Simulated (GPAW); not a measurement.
Two runs for the O K edge of atom 3 in NaPdO2 (C2/m). Run A: GPAW, LDA, excited-electron core hole (neutral cell), 12-atom cell with 5.5 Å between holes, 5×5×5 k points, dipole transitions, Gaussian full width 0.9 eV up to 4 eV, rising linearly to 3.5 eV at 25 eV. Run B differs in one choice.

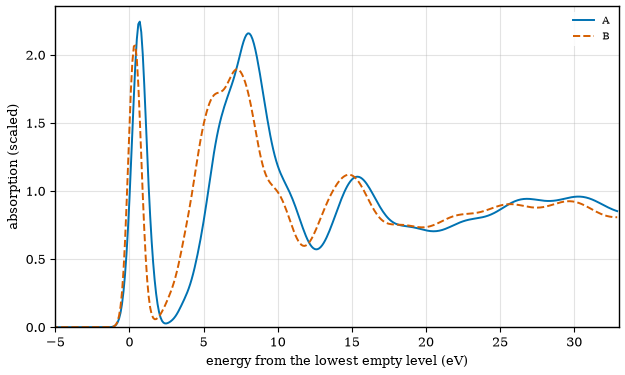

Energy from the lowest empty level; intensity scaled to a mean of 1 over the first 20 eV.

What was changed?
a) the size of the supercell
b) the plane-wave cutoff
c) the broadening
d) the volume of the cell

(a): run B changes the supercell atoms from 12 to 4, and the k mesh follows the cell. Against the first run the r.m.s. difference is 30 %. A shift of -0.4 eV leaves 18 %. The highest intensity below 16 eV goes from 0.7 eV (2.24) to 0.4 eV (2.07). Other settings could leave a like mark; this is the one that was changed.

[Hosts, paths, dates, database ids (printed as entryN), source tags and the programs' standing remarks are cut or masked in the printed files.]

[Lists of maxima count a maximum above −3 eV only where it reaches 4 % of the highest in the window and stands out from its surroundings by 2 % of it (1.5 % where it reaches 55 %); shoulders and weaker maxima are passed over, and of the rest the first, up to two pre-edge ones and the few strongest are named.]
